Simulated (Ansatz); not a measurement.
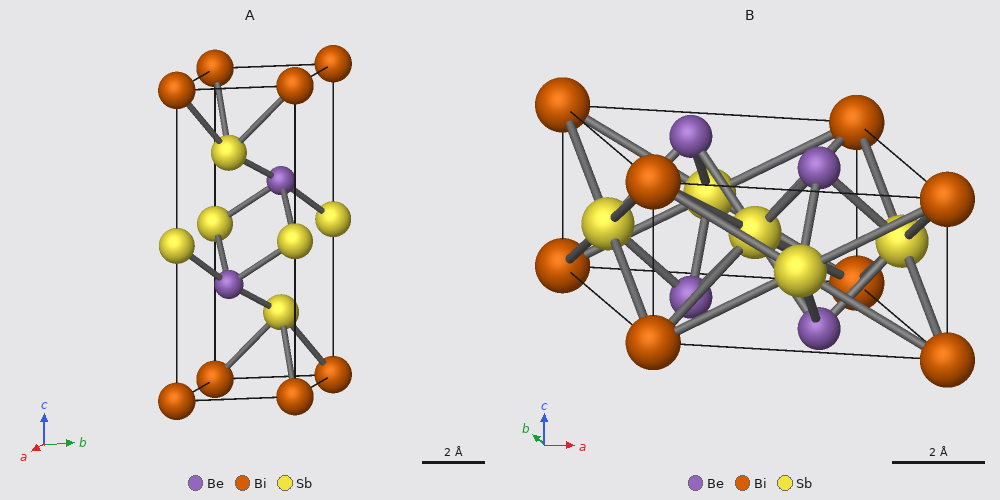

Two structures of Be$_{2}$BiSb$_{3}$, each relaxed to rest (conventional cells in solid outline, small ones repeated, not to one scale). Method: DFT PBE, scalar-relativistic, plane waves, PAW in Ansatz, without spin polarisation.

### Name structures A and B.

A: 6 atoms a cell on a primitive hexagonal lattice, P-3m1. B: CeCo₃B₂ type, P6/mmm.

### Which of the two does the method prefer?

A is lower, by 203 meV/atom at this level of theory (energies at zero smearing). Volumes: A 22.5, B 23.0 Å³/atom.

One or both may be structure types tried for this composition rather than known phases.
